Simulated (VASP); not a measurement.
Consider the following.

```xyz
2
Lattice="0.0000 2.7812 2.7812 2.7812 0.0000 2.7812 2.7812 2.7812 0.0000" Properties=species:S:1:pos:R:3 pbc="T T T"
Be     0.0000     0.0000     0.0000
Te     1.3906     1.3906     1.3906
```

Computed with LDA (Ceperley-Alder, Perdew-Zunger), VASP's LDA PAW potentials (set 64) (plane waves; VASP). Run with 520 eV cut-off, 9×9×9 Γ-centred mesh, tetrahedra with Blöchl corrections, potentials Be Te.

Unless said otherwise, spin-orbit coupling is left out, though it shifts the bands of the heavy elements here.

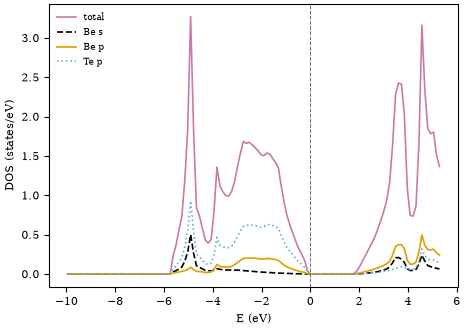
*Total and projected density of states, zero at the valence-band maximum*

Within 2 eV below the valence-band maximum the largest weight inside VASP's projection spheres is Te p, then Be p.

It has a band gap.

The compound is BeTe in the zinc blende structure. It was relaxed first.
